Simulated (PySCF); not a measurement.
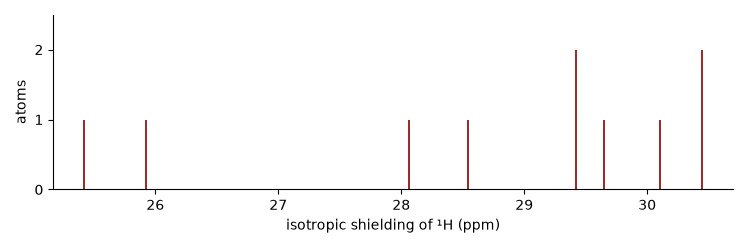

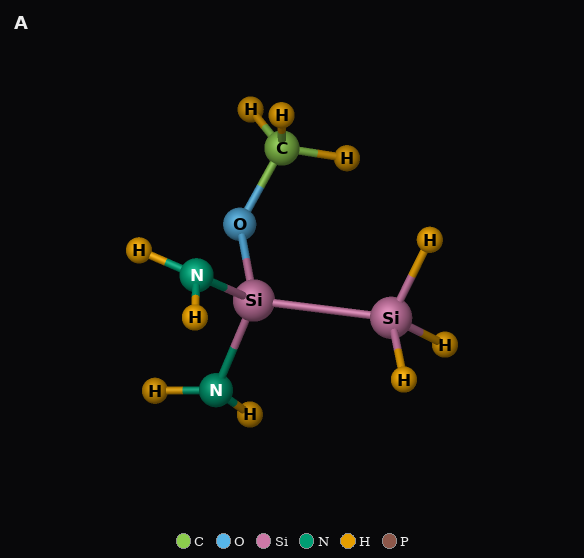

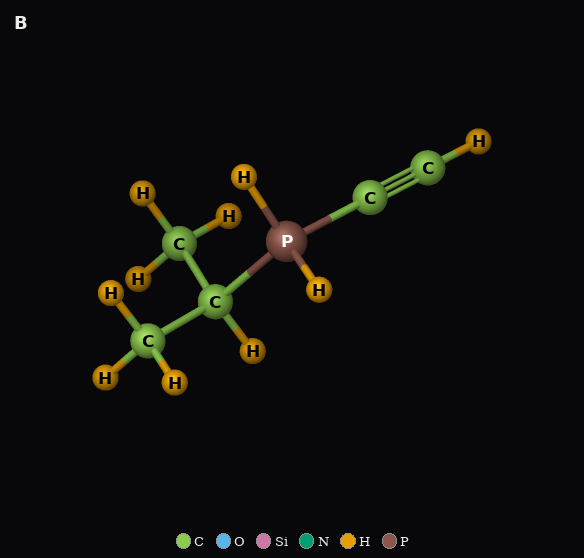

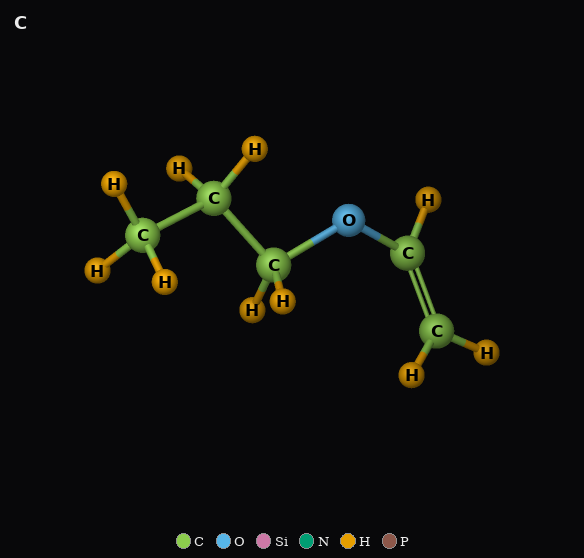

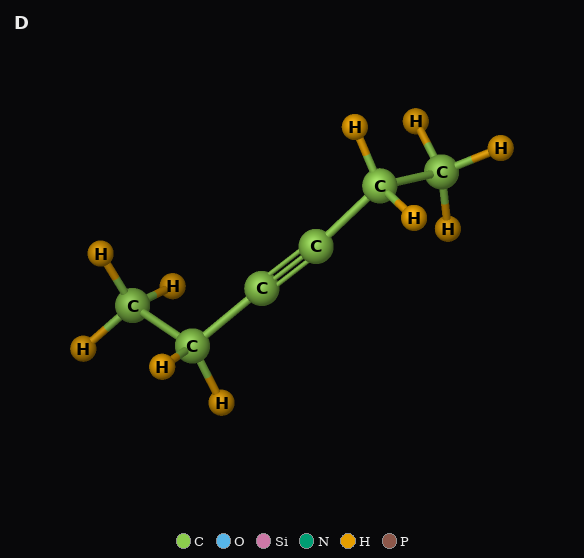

The sticks are computed shieldings of one of the molecules, for one fixed geometry (GFN2-xTB) without averaging over rotations. Low shielding means a high chemical shift. Method: GIAO PBE0/pcSseg-1 NMR shielding, non-relativistic, gas phase (PySCF 2.14.0).

Question: Which molecule gives this pattern?

Answer: B, `C#C[PH2+]C(C)C`. Its 10 H atoms give lines at 25.42, 25.92, 28.06, 28.54, 29.42 (2 atoms), 29.65, 30.11, 30.44 (2 atoms) ppm.

The geometry is semi-empirical. Around P such bond lengths and angles can be off by a tenth of an ångström or more and by several degrees, and values that hang on the shape move with them.
